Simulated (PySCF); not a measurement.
# MP2/ccECP-cc-pVTZ (core potential) run of C2H3AlF2 (SMILES F/C=[C](\F)[AlH2])

Aim: the vertical singlet–triplet gap of C2H3AlF2 at MP2/ccECP-cc-pVTZ (core potential), from 2 runs. The job is set up through a Python script.

Program for the calculation: PySCF 2.14.0.

### Step 1. The molecule

C2H3AlF2 has 8 atoms, charge 0, and is taken as a singlet. SMILES: `F/C=[C](\F)[AlH2]`. The coordinates come from a PBE0-D4/def2-TZVP relaxation.

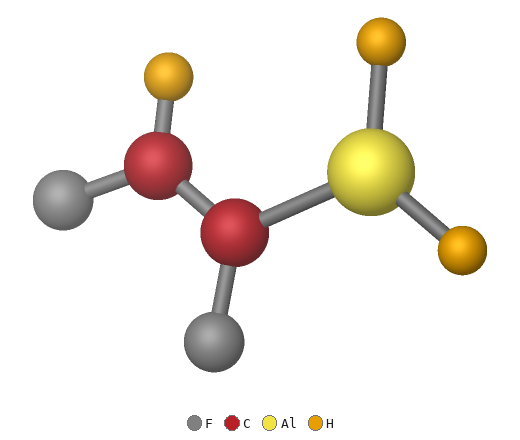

The structure, seen from a chosen angle (fluorine grey, carbon red, aluminium yellow, hydrogen amber).

### Step 2. A single-point energy at MP2/ccECP-cc-pVTZ (core potential)

Input file job.py:

```python
from pyscf import gto, scf, mp

mol = gto.M(
    atom='''
F    1.088600   0.513900   2.296300
C    0.446900   0.568000   1.135400
C    0.323400  -0.469100   0.305100
F    0.885200  -1.642500   0.668900
Al  -0.643600  -0.264900  -1.373600
H    0.024100   1.541200   0.913900
H   -0.796800  -1.483700  -2.365800
H   -1.235600   1.179700  -1.636200
''',
    charge=0,
    ecp='ccecp',
    verbose=4,
    basis='ccecp-cc-pvtz',
    spin=0,
    max_memory=1860,
)

mf = scf.RHF(mol)
mf.conv_tol = 1e-10
mf.kernel()
if not mf.converged:
    mf = mf.newton().run(mf.mo_coeff, mf.mo_occ)

pt = mp.MP2(mf).run()
e_final = pt.e_tot
print('E = %.10f Eh' % e_final)
```

The run is started by

```sh
OMP_NUM_THREADS=1 python job.py
```

The program printed:

```text
PySCF version 2.14.0

[INPUT] num. atoms = 8
[INPUT] num. electrons = 28
[INPUT] charge = 0
[INPUT] spin (= nelec alpha-beta = 2S) = 0
[INPUT] symmetry False subgroup None
[INPUT] Mole.unit = angstrom
[INPUT] Symbol           X                Y                Z      unit          X                Y                Z       unit  Magmom
[INPUT]  1 F      1.088600000000   0.513900000000   2.296300000000 AA    2.057155859202   0.971130255414   4.339378099839 Bohr   0.0
[INPUT]  2 C      0.446900000000   0.568000000000   1.135400000000 AA    0.844518605068   1.073364438753   2.145595041831 Bohr   0.0
[INPUT]  3 C      0.323400000000  -0.469100000000   0.305100000000 AA    0.611137428684  -0.886470525033   0.576555440605 Bohr   0.0
[INPUT]  4 F      0.885200000000  -1.642500000000   0.668900000000 AA    1.672785565465  -3.103875159598   1.264037804722 Bohr   0.0
[INPUT]  5 Al    -0.643600000000  -0.264900000000  -1.373600000000 AA   -1.216227733770  -0.500588450397  -2.595727804703 Bohr   0.0
[INPUT]  6 H      0.024100000000   1.541200000000   0.913900000000 AA    0.045542399602   2.912445903180   1.727020705240 Bohr   0.0
[INPUT]  7 H     -0.796800000000  -1.483700000000  -2.365800000000 AA   -1.505733776053  -2.803786651017  -4.470714065496 Bohr   0.0
[INPUT]  8 H     -1.235600000000   1.179700000000  -1.636200000000 AA   -2.334945599513   2.229309909149  -3.091969885013 Bohr   0.0

nuclear repulsion = 77.6958644135765
number of shells = 63
number of NR pGTOs = 380
number of NR cGTOs = 187
basis = ccecp-cc-pvtz
ecp = ccecp

******** <class 'pyscf.scf.hf.RHF'> ********
method = RHF
initial guess = minao
damping factor = 0
level_shift factor = 0
DIIS = <class 'pyscf.scf.diis.CDIIS'>
diis_start_cycle = 1
diis_space = 8
diis_damp = 0
SCF conv_tol = 1e-10
SCF conv_tol_grad = None
SCF max_cycles = 50
direct_scf = True
direct_scf_tol = 1e-13
Set gradient conv threshold to 1e-05
Initial guess from minao.
init E= -62.5186204230786
  HOMO = -0.281510628129693  LUMO = -0.0220108519765612  gap/eV = 7.06135
cycle= 1 E= -62.594405903837  delta_E= -0.0758  |g|= 0.561  |ddm|= 4.48
  HOMO = -0.412140350512269  LUMO = 0.00879613633529974  gap/eV = 11.45427
cycle= 2 E= -62.6582062487782  delta_E= -0.0638  |g|= 0.308  |ddm|=  1.1
  HOMO = -0.384322409337522  LUMO = 0.0233287537010987  gap/eV = 11.09275
cycle= 3 E= -62.6741380030439  delta_E= -0.0159  |g|= 0.067  |ddm|= 0.379
  HOMO = -0.382647201617857  LUMO = 0.0272159017503912  gap/eV = 11.15294
cycle= 4 E= -62.6755334686666  delta_E= -0.0014  |g|= 0.0118  |ddm|= 0.149
  HOMO = -0.384769751684419  LUMO = 0.0268903141051473  gap/eV = 11.20184
cycle= 5 E= -62.6755971672807  delta_E= -6.37e-05  |g|= 0.00364  |ddm|= 0.0326
  HOMO = -0.384275541951328  LUMO = 0.0266831208629561  gap/eV = 11.18275
cycle= 6 E= -62.6756034859216  delta_E= -6.32e-06  |g|= 0.00135  |ddm|= 0.0086
  HOMO = -0.384293850529472  LUMO = 0.0267065154288559  gap/eV = 11.18389
cycle= 7 E= -62.6756045775246  delta_E= -1.09e-06  |g|= 0.000476  |ddm|= 0.00369
  HOMO = -0.384343461583996  LUMO = 0.0267023536817499  gap/eV = 11.18513
cycle= 8 E= -62.6756046910064  delta_E= -1.13e-07  |g|= 0.000123  |ddm|= 0.00125
  HOMO = -0.384310190466634  LUMO = 0.0267019350749018  gap/eV = 11.18421
cycle= 9 E= -62.675604700978  delta_E= -9.97e-09  |g|= 4.33e-05  |ddm|= 0.000375
  HOMO = -0.384313638145378  LUMO = 0.0266993525264012  gap/eV = 11.18423
cycle= 10 E= -62.675604702312  delta_E= -1.33e-09  |g|= 1.38e-05  |ddm|= 0.000154
  HOMO = -0.384313608787676  LUMO = 0.0266979194880359  gap/eV = 11.18419
cycle= 11 E= -62.6756047024858  delta_E= -1.74e-10  |g|= 3.17e-06  |ddm|= 5.93e-05
  HOMO = -0.3843133444085  LUMO = 0.0266976864561754  gap/eV = 11.18418
cycle= 12 E= -62.6756047024942  delta_E= -8.36e-12  |g|= 7.12e-07  |ddm|= 1.36e-05
  HOMO = -0.384313388836891  LUMO = 0.0266976602159918  gap/eV = 11.18418
Extra cycle  E= -62.6756047024946  delta_E= -4.55e-13  |g|= 3.97e-07  |ddm|= 1.7e-06
converged SCF energy = -62.6756047024946

******** <class 'pyscf.mp.mp2.RMP2'> ********
nocc = 14, nmo = 187
E(RMP2) = -63.5606680269752  E_corr = -0.885063324480567
E(SCS-RMP2) = -63.5565183991457  E_corr = -0.880913696651084
E_corr(same-spin) = -0.209033414683381
E_corr(oppo-spin) = -0.676029909797186
E = -63.5606680270 Eh
```

Run time: 32 s. Hardware: 1 thread of Intel Xeon Platinum 8375C at 2.90GHz (Ice Lake), shared host; peak memory 1.6 GiB.

### Step 3. The triplet at the same level

Input file run.py:

```python
from pyscf import gto, mp

system = gto.M(
    atom='''
F        1.088600       0.513900       2.296300
C        0.446900       0.568000       1.135400
C        0.323400      -0.469100       0.305100
F        0.885200      -1.642500       0.668900
Al      -0.643600      -0.264900      -1.373600
H        0.024100       1.541200       0.913900
H       -0.796800      -1.483700      -2.365800
H       -1.235600       1.179700      -1.636200
''',
    ecp={'F': 'ccecp', 'C': 'ccecp', 'Al': 'ccecp', 'H': 'ccecp'},
    charge=0,
    max_memory=1860,
    verbose=3,
    spin=2,
    basis='ccecp-cc-pvtz',
)

hf = system.UHF()
hf.conv_tol = 1e-10
hf.kernel()
if not hf.converged:
    hf = hf.newton().run(hf.mo_coeff, hf.mo_occ)

pt = mp.MP2(hf).run()
energy = pt.e_tot
print('E = %.10f Eh' % energy)
```

The run is started by

```sh
OMP_NUM_THREADS=1 python run.py
```

The program printed:

```text
WARN: HOMO -0.0220108519765612 >= LUMO -0.281510628129693

converged SCF energy = -62.554861521407  <S^2> = 2.0211596  2S+1 = 3.0140734
E(UMP2) = -63.4024368774951  E_corr = -0.84757535608812
E(SCS-UMP2) = -63.3958341400386  E_corr = -0.84097261863165
E = -63.4024368775 Eh
```

Run time: 4 min. Hardware: 1 thread of Intel Xeon Platinum 8375C at 2.90GHz (Ice Lake), shared host; peak memory 2.4 GiB.

### Step 4. Summary of results

Level: MP2/ccECP-cc-pVTZ (core potential).

| quantity | value |
| --- | --- |
| singlet: total energy | -63.56067 Eh |
| singlet: dipole moment (Hartree–Fock density) | 2.49 D |
| singlet: HOMO energy (Hartree–Fock orbitals) | -10.46 eV |
| singlet: LUMO energy (Hartree–Fock orbitals) | 0.73 eV |
| singlet: HOMO–LUMO gap (Hartree–Fock orbitals) | 11.18 eV |
| singlet: correlation energy | -885.1 mEh |
| triplet: total energy | -63.40244 Eh |
| triplet: dipole moment (Hartree–Fock density) | 1.73 D |
| triplet: HOMO energy (Hartree–Fock orbitals) (highest over α and β) | -6.82 eV |
| triplet: LUMO energy (Hartree–Fock orbitals) (lowest over α and β) | -0.31 eV |
| triplet: correlation energy | -847.6 mEh |
| triplet: ⟨S²⟩ of the reference determinant | 2.021 |
| vertical energy of the triplet above the singlet | 4.306 eV |

In words: At this shape the triplet lies 4.31 eV (99 kcal/mol) above the singlet. Mulliken charges (singlet) of the mean-field density run from -0.29 on F4 to +0.40 on Al5. Mulliken charges (triplet) of the mean-field density run from -0.27 on F1 to +0.32 on Al5.
